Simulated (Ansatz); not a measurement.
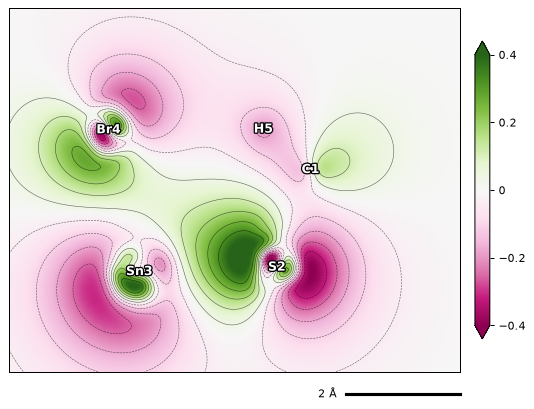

Figure. CH3BrSSn (SMILES C[S][Sn][Br]). The HOMO on the plane of atoms S2, Sn3 and Br4 (values in Å⁻³ᐟ²; the overall sign is arbitrary).

Geometry: PBE0-D4/def2-TZVP; core potentials replace the inner electrons of Sn.

Theory: RKS PBE0-D4/def2-TZVPP (Ansatz).

```xyz
7

C     0.3136    0.9394   -0.0437
S     0.1657   -0.1370   -1.4922
Sn   -0.6116   -2.3304   -0.8656
Br   -0.8484   -2.0320    1.6466
H     0.0499    0.4101    0.8710
H    -0.3512    1.7919   -0.1796
H     1.3434    1.2901    0.0179
```

Question: Where does this orbital lie, and at what energy?

Answer: Its weight (Hirshfeld) is mainly on Sn3 (about 45 %), S2 (about 35 %) and Br4 (about 15 %). Its energy is −7.19 eV.
